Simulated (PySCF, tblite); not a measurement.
# C₄H₁₂BClN₂: geometry, infrared bands and NMR shifts

What infrared bands and NMR shifts should C₄H₁₂BClN₂ (`CC[C@H](C)NB(N)Cl`) show?

Programs: tblite 0.8.0 and PySCF 2.14.0, with density-fitted response routines of our own. Each step states its level of theory. These are calculated values for one molecule in the gas phase, unless marked as measured. Atoms count from 0, in the outputs and in this text.

### 1 The starting structure

20 atoms, charge 0, multiplicity 1; geometry from: force field or distance geometry start.

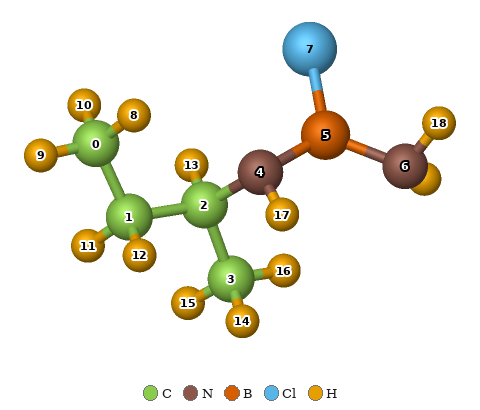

The starting geometry (carbon green, nitrogen brown, boron orange, chlorine blue, hydrogen amber), atoms numbered.

### 2 Geometry optimisation with GFN2-xTB

The job: settings as JSON, then the geometry in Å.

```
{"job": {"kind": "relax", "xc": "GFN2-xTB", "basis": "xTB"}, "charge": 0, "multiplicity": 1}
C     -2.048700     1.623500     0.158400
C     -1.755700     0.159500     0.427600
C     -0.412300    -0.290800    -0.198400
C     -0.238300    -1.799200    -0.036900
N      0.690400     0.463900     0.415400
B      1.957100     0.417800    -0.452300
N      3.217500    -0.253500     0.080900
Cl     2.009300     1.267400    -2.087900
H     -1.274800     2.275900     0.610500
H     -3.043400     1.889900     0.609400
H     -2.106400     1.809600    -0.936700
H     -2.587800    -0.459400     0.027700
H     -1.720800    -0.006300     1.547000
H     -0.485700    -0.072200    -1.296400
H     -0.201600    -2.068900     1.050500
H     -1.084200    -2.349900    -0.490900
H      0.702300    -2.139200    -0.513300
H      0.908900     0.060300     1.350100
H      3.972900     0.466500     0.097900
H      3.496300    -0.984300    -0.604600
```

Command:

```console
> OMP_NUM_THREADS=1 python probes_run.py task.json out
```

The driver reads the jobs from task.json and runs them one after another.

The log of the run:

```text
step      E/eV     max force
  0    -717.13708    3.371
  1    -717.49734    2.203
  2    -717.71391    1.637
  3    -717.76547    0.709
  4    -717.79671    0.399
  5    -717.81128    0.335
  6    -717.83046    0.403
  7    -717.84439    0.421
  8    -717.85954    0.299
  9    -717.87125    0.275
 10    -717.88415    0.393
 11    -717.89921    0.567
 12    -717.91825    0.570
 13    -717.93841    0.356
 14    -717.95938    0.388
 15    -717.98243    0.566
 16    -718.01369    0.897
 17    -718.06209    1.073
 18    -718.12296    0.871
 19    -718.16670    1.890
 20    -718.19859    1.717
 21    -718.29827    0.900
 22    -718.35055    0.738
 23    -718.40605    1.514
 24    -718.45626    0.768
 25    -718.51964    0.629
 26    -718.56068    0.426
 27    -718.58000    0.987
 28    -718.61021    0.420
 29    -718.63291    0.409
 30    -718.65399    0.480
 31    -718.66395    0.371
 32    -718.67698    0.460
 33    -718.68528    0.233
 34    -718.69144    0.205
 35    -718.69562    0.127
 36    -718.69857    0.123
 37    -718.70141    0.125
 38    -718.70403    0.096
 39    -718.70599    0.102
 40    -718.70757    0.105
 41    -718.70913    0.113
 42    -718.71116    0.129
 43    -718.71357    0.122
 44    -718.71579    0.105
 45    -718.71758    0.081
 46    -718.71908    0.082
 47    -718.72057    0.129
 48    -718.72213    0.088
 49    -718.72384    0.098
 50    -718.72566    0.103
 51    -718.72778    0.125
 52    -718.73139    0.167
 53    -718.73534    0.155
 54    -718.73870    0.112
 55    -718.74140    0.110
 56    -718.74353    0.101
 57    -718.74492    0.086
 58    -718.74584    0.065
 59    -718.74662    0.069
 60    -718.74737    0.067
 61    -718.74807    0.062
 62    -718.74866    0.053
 63    -718.74916    0.059
 64    -718.74964    0.059
 65    -718.75046    0.064
 66    -718.75140    0.051
 67    -718.75218    0.054
 68    -718.75266    0.048
 69    -718.75307    0.043
 70    -718.75356    0.042
 71    -718.75406    0.056
 72    -718.75445    0.056
 73    -718.75475    0.047
 74    -718.75508    0.036
 75    -718.75547    0.040
 76    -718.75586    0.044
 77    -718.75621    0.044
 78    -718.75653    0.040
 79    -718.75690    0.038
 80    -718.75728    0.044
 81    -718.75760    0.036
 82    -718.75780    0.030
 83    -718.75795    0.033
 84    -718.75809    0.023
 85    -718.75821    0.024
 86    -718.75834    0.024
 87    -718.75849    0.029
 88    -718.75868    0.039
 89    -718.75889    0.035
 90    -718.75913    0.033
 91    -718.75939    0.036
 92    -718.75969    0.032
 93    -718.75997    0.036
 94    -718.76020    0.031
 95    -718.76039    0.023
 96    -718.76055    0.024
 97    -718.76069    0.020
 98    -718.76080    0.024
 99    -718.76090    0.024
100    -718.76101    0.022
101    -718.76113    0.028
102    -718.76126    0.026
103    -718.76141    0.028
104    -718.76160    0.028
105    -718.76183    0.031
106    -718.76208    0.032
107    -718.76227    0.027
108    -718.76240    0.022
109    -718.76251    0.021
110    -718.76263    0.027
111    -718.76275    0.027
112    -718.76285    0.018
113    -718.76291    0.017
114    -718.76298    0.016
115    -718.76305    0.018
116    -718.76311    0.019
117    -718.76315    0.017
118    -718.76319    0.014
119    -718.76325    0.014
120    -718.76331    0.015
121    -718.76336    0.016
122    -718.76340    0.017
123    -718.76345    0.020
124    -718.76349    0.018
125    -718.76352    0.012
126    -718.76354    0.010
```

Run time: 0.86 s. Hardware: 1 thread of Arm Neoverse V2, shared host; peak memory 0.18 GiB.

Along the way: (not every step is listed)

```csv
step,energy from step 0 (eV),largest force (eV/Å)
0,0.0000,3.3713
1,-0.3603,2.2030
2,-0.5768,1.6368
3,-0.6284,0.7095
4,-0.6596,0.3986
5,-0.6742,0.3352
6,-0.6934,0.4032
7,-0.7073,0.4214
8,-0.7225,0.2992
19,-1.0296,1.8904
30,-1.5169,0.4798
41,-1.5720,0.1133
52,-1.5943,0.1671
63,-1.6121,0.0594
74,-1.6180,0.0362
85,-1.6211,0.0244
96,-1.6235,0.0236
107,-1.6252,0.0272
118,-1.6261,0.0145
121,-1.6263,0.0160
122,-1.6263,0.0171
123,-1.6264,0.0203
124,-1.6264,0.0180
125,-1.6264,0.0117
126,-1.6265,0.0097
```

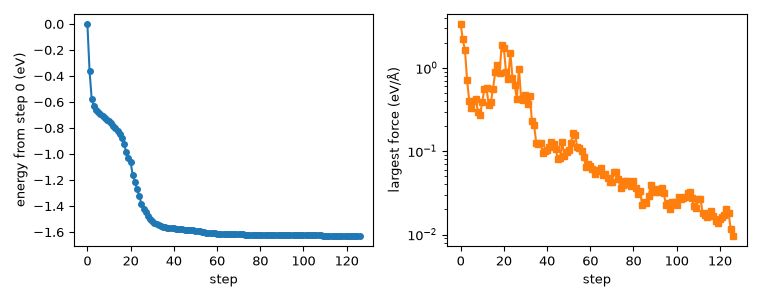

Energy and largest force along the relaxation.

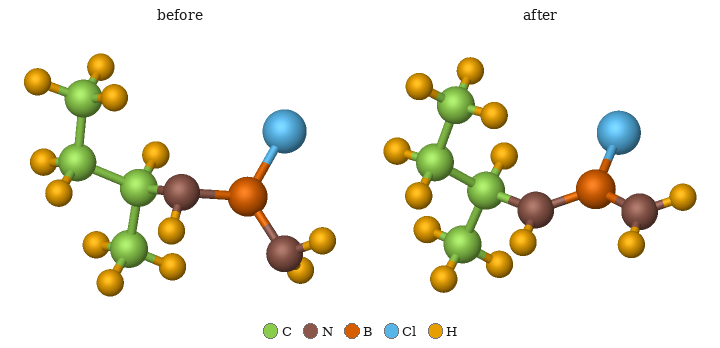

The geometry before (left) and after (right).

Close pairs (by a distance rule), those that changed most:

```csv
bond,before (Å),after (Å),change (Å)
N4–B5,1.536,1.397,-0.139
B5–N6,1.524,1.403,-0.121
B5–Cl7,1.844,1.751,-0.092
N6–H18,1.044,1.004,-0.040
C1–H12,1.132,1.093,-0.039
C0–H9,1.124,1.087,-0.037
N6–H19,1.040,1.003,-0.037
C3–H14,1.121,1.089,-0.032
```

The final coordinates are the input of the step that follows.

### 3 Infrared spectrum with GFN2-xTB

The job: settings as JSON, then the geometry in Å.

```
{"job": {"kind": "ir", "xc": "GFN2-xTB", "basis": "xTB"}, "charge": 0, "multiplicity": 1}
C     -1.502808     1.644199     0.273856
C     -1.592535     0.133982     0.452634
C     -0.493955    -0.600892    -0.327854
C     -0.679331    -2.116487    -0.236355
N      0.818835    -0.230705     0.164736
B      1.852974     0.418566    -0.513932
N      3.080510     0.729227     0.089932
Cl     1.640103     0.879136    -2.190169
H     -0.531096     2.007018     0.600853
H     -2.275398     2.144907     0.852542
H     -1.627701     1.908606    -0.773477
H     -2.564001    -0.218928     0.102650
H     -1.506300    -0.118604     1.513020
H     -0.541481    -0.294703    -1.376998
H     -0.648096    -2.439704     0.802610
H     -1.636018    -2.406759    -0.661507
H      0.113660    -2.622336    -0.781226
H      0.952032    -0.487468     1.131314
H      3.826509     1.184491    -0.403597
H      3.308949     0.497135     1.039030
```

The log of the run:

```text
mode    cm-1     km/mol
  1      28.1      1.88
  2      65.9      1.62
  3     102.3      0.33
  4     131.3      3.36
  5     201.9      0.06
  6     204.9      0.14
  7     240.4      0.04
  8     279.5      0.63
  9     358.9      1.75
 10     380.6      2.18
 11     404.7    139.45
 12     433.4     35.76
 13     451.1      5.77
 14     454.3      1.04
 15     499.1      2.27
 16     563.8      5.34
 17     580.6    131.21
 18     794.5      5.31
 19     837.8     11.22
 20     879.3      8.03
 21     962.4     19.20
 22     993.5     25.02
 23    1029.0     19.30
 24    1074.1      6.20
 25    1118.2      6.78
 26    1147.3     12.69
 27    1155.2    112.40
 28    1198.0     83.13
 29    1234.6      2.86
 30    1278.2      8.55
 31    1283.7     11.78
 32    1343.8     42.73
 33    1346.9      2.99
 34    1403.0      4.99
 35    1414.8      2.86
 36    1465.5    322.31
 37    1485.3      4.54
 38    1493.6      4.08
 39    1497.8      1.22
 40    1498.1      5.15
 41    1505.6      5.79
 42    1525.9    287.67
 43    2952.5      0.13
 44    2963.5     63.26
 45    2986.9     32.37
 46    3023.9     42.11
 47    3034.9     52.98
 48    3037.5     38.93
 49    3043.0     25.57
 50    3043.6     38.41
 51    3047.4     32.59
 52    3448.8      6.13
 53    3523.5      8.49
 54    3564.6      6.84
```

Run time: 0.64 s. Hardware: 1 thread of Arm Neoverse V2, shared host; peak memory 0.18 GiB.

The strongest bands and the atoms that carry them (share of the mass-weighted mode):

```csv
cm⁻¹,km/mol,atoms
405,139.4,"H19 65 %, H18 18 %, N6 15 %"
581,131.2,"H17 65 %, N4 23 %"
1155,112.4,"B5 24 %, C2 14 %"
1198,83.1,"B5 26 %, N4 18 %, C2 15 %, N6 11 %"
1466,322.3,"B5 32 %, N4 30 %, H17 12 %"
1526,287.7,"H19 35 %, H18 35 %, N6 17 %"
2964,63.3,"H12 58 %, H13 31 %"
3035,53.0,"H9 80 %, H8 10 %"
```

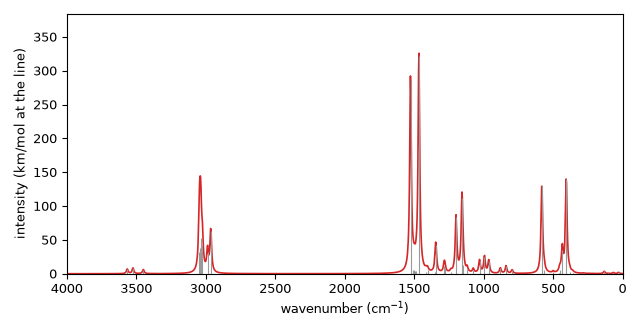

The infrared spectrum from these modes, unscaled. Lines are broadened to a width of 14 cm⁻¹ (Lorentzian).

### 4 Shielding tensors: PBE0/pcSseg-1

Same as in step 3 but for these lines:

```diff
@@ -1,2 +1,2 @@
-{"job": {"kind": "ir", "xc": "GFN2-xTB", "basis": "xTB"}, "charge": 0, "multiplicity": 1}
+{"job": {"kind": "nmr", "xc": "PBE0", "basis": "pcSseg-1"}, "charge": 0, "multiplicity": 1}
 C     -1.502808     1.644199     0.273856
```

Method: GIAO PBE0/pcSseg-1 NMR shielding, non-relativistic, gas phase.

The log of the run:

```text
coarse grid: 16624 points
cycle   1  E = -753.6659184504  dE =  8.453e-01  |g| = 5.574e-01  |ddm| = 3.761e+00
cycle   2  E = -753.6563512962  dE =  9.567e-03  |g| = 6.196e-01  |ddm| = 9.111e-01
cycle   3  E = -753.7418361108  dE = -8.548e-02  |g| = 5.981e-02  |ddm| = 4.660e-01
cycle   4  E = -753.7425609846  dE = -7.249e-04  |g| = 2.554e-02  |ddm| = 7.774e-02
cycle   5  E = -753.7426914459  dE = -1.305e-04  |g| = 5.623e-03  |ddm| = 2.278e-02
cycle   6  E = -753.7426976776  dE = -6.232e-06  |g| = 2.159e-03  |ddm| = 5.486e-03
final grid: 154240 points
cycle   7  E = -753.7840487566  dE = -5.747e-05  |g| = 1.066e-02  |ddm| = 3.445e-02
cycle   8  E = -753.7840385829  dE =  1.017e-05  |g| = 1.266e-02  |ddm| = 1.699e-02
cycle   9  E = -753.7840750403  dE = -3.646e-05  |g| = 9.171e-04  |ddm| = 9.019e-03
cycle  10  E = -753.7840751935  dE = -1.532e-07  |g| = 2.946e-04  |ddm| = 8.510e-04
cycle  11  E = -753.7840752117  dE = -1.817e-08  |g| = 8.117e-05  |ddm| = 2.614e-04
cycle  12  E = -753.7840752130  dE = -1.307e-09  |g| = 2.882e-05  |ddm| = 9.048e-05
cycle  13  E = -753.7840752132  dE = -1.764e-10  |g| = 6.361e-06  |ddm| = 2.331e-05
converged SCF energy = -753.7840752132

GIAO shielding tensors (ppm)
atom      isotropic    diamagn.    paramagn.     s11        s22        s33       span
  0 C      173.277     247.193     -73.916    160.997    172.283    186.551     25.555
  1 C      149.897     248.978     -99.082    137.798    141.926    169.966     32.168
  2 C      133.818     243.581    -109.763    115.592    138.112    147.750     32.158
  3 C      158.994     246.797     -87.803    137.708    151.959    187.315     49.608
  4 N      164.393     324.736    -160.343    125.964    168.430    198.785     72.820
  5 B       76.542     194.743    -118.202     50.246     83.487     95.892     45.647
  6 N      204.152     315.967    -111.814    163.653    195.475    253.329     89.676
  7 Cl     925.126    1150.266    -225.140    805.514    981.776    988.088    182.574
  8 H       30.306      31.396      -1.090     25.509     31.442     33.967      8.458
  9 H       30.727      28.563       2.164     25.778     27.718     38.685     12.907
 10 H       30.857      30.490       0.366     26.531     29.431     36.608     10.077
 11 H       30.214      31.791      -1.577     25.083     29.659     35.901     10.817
 12 H       30.906      32.710      -1.804     26.990     30.203     35.525      8.534
 13 H       28.321      33.277      -4.957     24.658     28.444     31.860      7.202
 14 H       30.882      30.709       0.173     27.854     28.757     36.036      8.182
 15 H       30.569      29.865       0.703     26.143     27.841     37.723     11.580
 16 H       30.332      29.857       0.475     25.822     28.870     36.305     10.484
 17 H       30.197      36.656      -6.459     23.559     31.428     35.604     12.045
 18 H       29.302      29.191       0.111     22.373     27.015     38.518     16.145
 19 H       29.655      31.382      -1.727     22.875     26.956     39.135     16.260
```

Wall time 37 s (1 thread of Arm Neoverse V2, shared host); peak memory 0.92 GiB.

Shifts follow as δ = σ(reference) − σ, with reference shieldings (ppm) from runs at the same level and on the same kind of geometry: ¹H TMS 31.72, ¹³C TMS 186.9, ¹⁵N NH3 267.7, ¹¹B BF3·OEt2 100.1, ³⁵Cl HCl 950. The references are single molecules in the gas phase, so shifts against H2O, NH3, PH3, H3PO4 or CFCl3 are not on the usual liquid scales and can be off by tens of ppm. Atoms listed in one row are averaged.

```csv
atoms,environment,σ (ppm),δ (ppm),δ scaled to CDCl3
C2,sp3 CH bonded to N,133.8,53.1,49.9
C1,sp3 CH2,149.9,37.0,34.2
C3,methyl carbon,159.0,27.9,25.3
C0,methyl carbon,173.3,13.6,11.4
H13,hydrogen on an sp3 CH bonded to N,28.32,3.40,3.31
"H18, H19",hydrogen on a nitrogen bonded to B,29.48,2.24,–
H17,"hydrogen on a nitrogen bonded to C, B",30.20,1.52,–
H11,hydrogen on an sp3 CH2,30.21,1.50,1.52
"H14, H15, H16",hydrogen on a methyl carbon,30.59,1.12,1.16
"H8, H9, H10",hydrogen on a methyl carbon,30.63,1.09,1.13
H12,hydrogen on an sp3 CH2,30.91,0.81,0.87
N4,"nitrogen bonded to C, B, H",164.4,103.3,–
N6,"nitrogen bonded to B, 2 H",204.2,63.6,–
B5,"boron bonded to Cl, 2 N",76.5,23.5,–
Cl7,chlorine bonded to B,925,25,–
```

The scaled column applies a straight-line fit of computed shieldings to shifts measured in CDCl3, with any fitted terms for Cl, Br or S neighbours (root-mean-square error 0.16 ppm for H, 1.9 ppm for C).

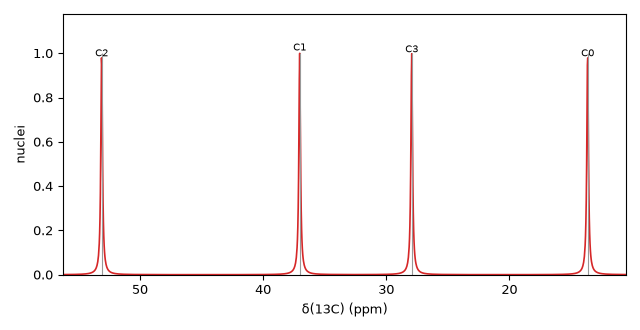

¹³C lines at the computed shifts, without couplings. Lines are broadened to a width of 0.16 ppm (Lorentzian).

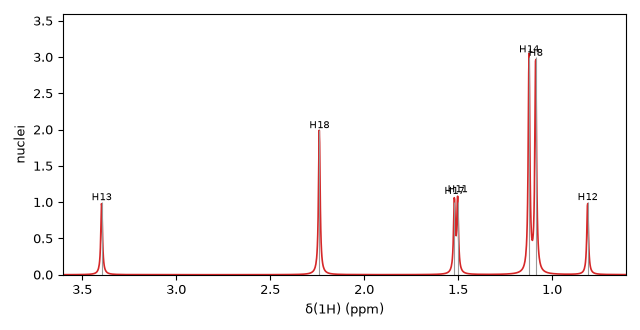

¹H lines at the computed shifts, without couplings. Lines are broadened to a width of 0.01 ppm (Lorentzian).

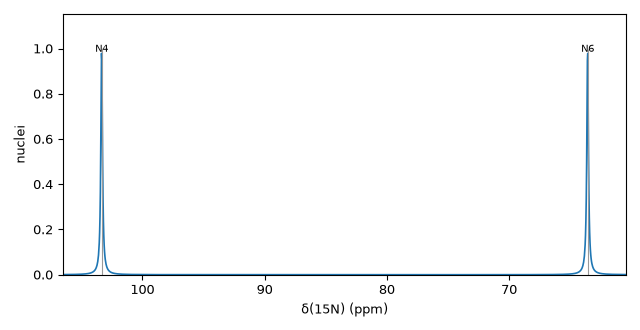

¹⁵N lines at the computed shifts, without couplings. Lines are broadened to a width of 0.16 ppm (Lorentzian).

The run also stored atomic charges by several schemes (e):

```csv
atoms,Mulliken,IAO,Hirshfeld,ESP fit
C0,-0.26,-0.42,-0.12,-0.31
C1,-0.22,-0.26,-0.07,-0.01
C2,-0.16,0.01,0.03,0.34
C3,-0.18,-0.42,-0.12,-0.69
N4,-0.50,-0.43,-0.19,-0.54
B5,0.53,0.24,0.17,0.45
N6,-0.47,-0.60,-0.27,-0.97
Cl7,-0.30,-0.14,-0.11,-0.22
```

IAO charges:

C0 -0.42; C1 -0.26; C2 0.01; C3 -0.42; N4 -0.43; B5 0.24; N6 -0.60; Cl7 -0.14; H8 0.14; H9 0.14; H10 0.14; H11 0.13; H12 0.12; H13 0.14; H14 0.13; H15 0.14; H16 0.15; H17 0.25; H18 0.28; H19 0.27

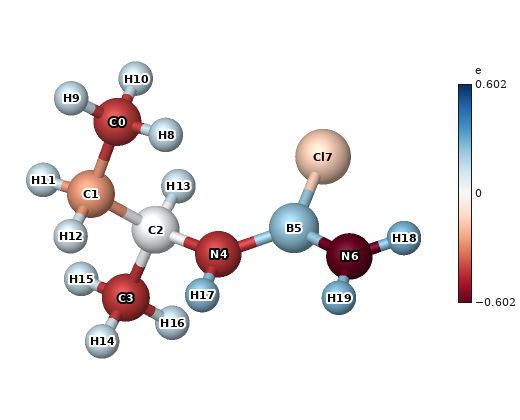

IAO charges, as colours on the atoms.

Mayer bond orders: C0–C1 1.06, C1–C2 1.00, C2–C3 1.04, C2–N4 0.93, N4–B5 1.19, B5–N6 1.25, B5–Cl7 0.97.

### 5 What came out

```
                                                              quantity                                         value
                             strongest single infrared mode (GFN2-xTB)                         1466 cm⁻¹, 322 km/mol
                                          zero-point energy (GFN2-xTB)                                105.8 kcal/mol
                                ¹³C shifts against TMS (PBE0/pcSseg-1)                    53.1, 37.0, 27.9, 13.6 ppm
¹H shifts against TMS (PBE0/pcSseg-1, means over atoms taken as alike)  3.40, 2.24, 1.52, 1.50, 1.12, 1.09, 0.81 ppm
                                ¹⁵N shifts against NH3 (PBE0/pcSseg-1)                               103.3, 63.6 ppm
                           ¹¹B shifts against BF3·OEt2 (PBE0/pcSseg-1)                                      23.5 ppm
                               ³⁵Cl shifts against HCl (PBE0/pcSseg-1)                                        25 ppm
```

**Reading.** Relaxing lowered the energy by 1.626 eV in 126 steps; the close pair that moved most is N4–B5, from 1.536 to 1.397 Å. All 54 modes are real, so the xTB geometry is a minimum. The strongest single mode, at 1466 cm⁻¹, is carried by B5, N4, H17. Unscaled tight-binding wavenumbers are off by several per cent, some by more. Its intensities can rank the bands wrongly. At PBE0/pcSseg-1: The largest span, 183 ppm, is at Cl7, where the paramagnetic term is -225 ppm.
